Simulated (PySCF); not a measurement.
**C3H4O2 (SMILES C=CC(=O)O): density, localisation and related maps**

```tsv
atom	x (Å)	y (Å)	z (Å)
C	-1.5228	0.4386	-0.2309
C	-0.4990	-0.4084	-0.1133
C	0.8922	0.0748	-0.2804
O	1.2158	1.2114	-0.5159
O	1.7814	-0.9183	-0.1375
H	-1.3321	1.4931	-0.4515
H	-2.5574	0.1086	-0.1128
H	-0.6361	-1.4703	0.1057
H	2.6570	-0.5194	-0.2557
```

Geometry: PBE0-D3(BJ)/def2-SVP.

Computed with PySCF 2.14.0, PBE0/pcSseg-1, SCF density, in a chloroform solvent model, non-relativistic.

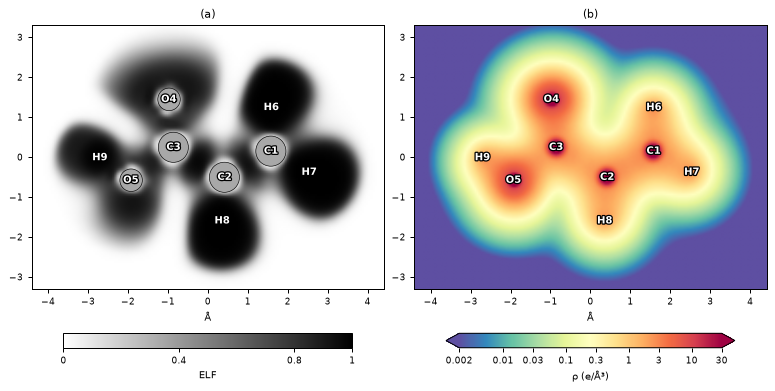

Figure 1. (a) electron localisation function; (b) total electron density on the molecular plane. Grey discs cover the atomic cores in the ELF map.

> What does the map show?

Atoms in the plane: C, O and H. C–O (1.21 Å): ρ is about 3.3 e/Å³ halfway; the ELF peaks at about 0.85 between the atoms: a multiple bond. C–C (1.33 Å): ρ at the midpoint is about 2.3 e/Å³; the ELF peaks at about 0.95 between the atoms: a short, multiple covalent bond. O–H (0.97 Å): the density is about 3.7 e/Å³ at the midpoint; the ELF climbs to about 1 towards the hydrogen, as it does in any bond to H: a covalent bond by its length. C–O (1.34 Å): ρ is about 2.5 e/Å³ halfway; the ELF peaks at about 0.90 between the atoms; a shared but strongly polarised pair. C–C (1.48 Å): ρ is about 1.8 e/Å³ halfway; the ELF peaks at about 0.95 between the atoms, as expected for localised, covalent bonding. The ELF also peaks beside O5 and O4, away from the bonds: lone-pair regions.

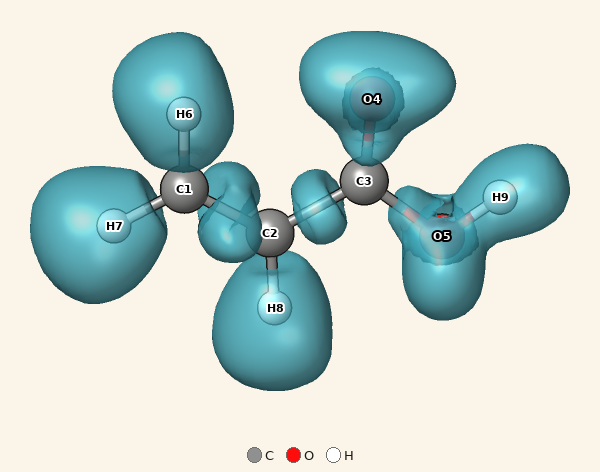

Figure 2. Isosurface of the ELF at 0.75 (cyan), seen at a tilt. Only the valence region is drawn (cores and ρ < 0.01 e/Å³ removed).

> Describe the localisation domains.

The surface consists of two regions between bonded C–C atoms (shared pairs), three regions around hydrogen nuclei, one region on O in which the atom's valence shell and bonds are merged and one joined region spread over several atoms (H, O), in which their bonds and any lone pairs are merged.

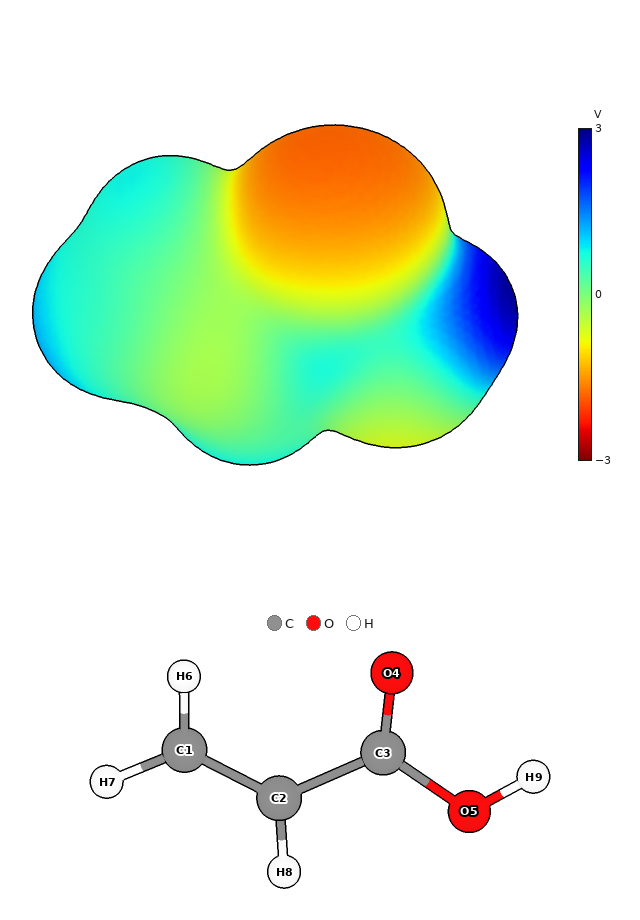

Figure 3. The electrostatic potential painted on the density surface at 0.002 e/bohr³, seen at a tilt; the colour scale runs from red (negative) to blue (positive). The bare structure is drawn below in the same view.

> Describe the electrostatic potential map.

The most negative region (about −1.8 V, or −42 kcal/mol for a unit charge) lies over O4, the most positive (about +2.7 V, or +62 kcal/mol for a unit charge) over H9. O4 is the likeliest acceptor of a hydrogen bond.

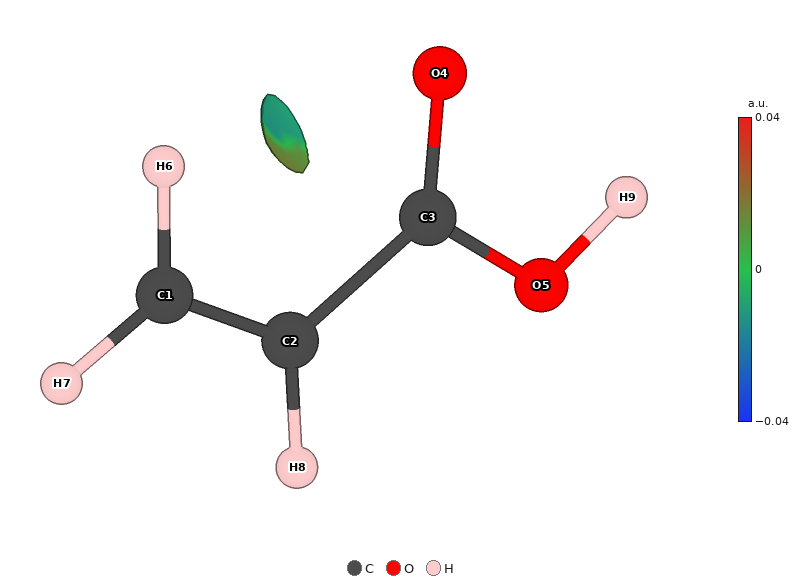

Figure 4. Non-covalent interaction (NCI) plot: the surface where the reduced density gradient is 0.5, for densities under 0.05 a.u., coloured by sign(λ₂)ρ; seen at a tilt.

> What holds or crowds the atoms apart from the covalent bonds?

Near H6, O4 and C1: mostly steric crowding (olive to red).
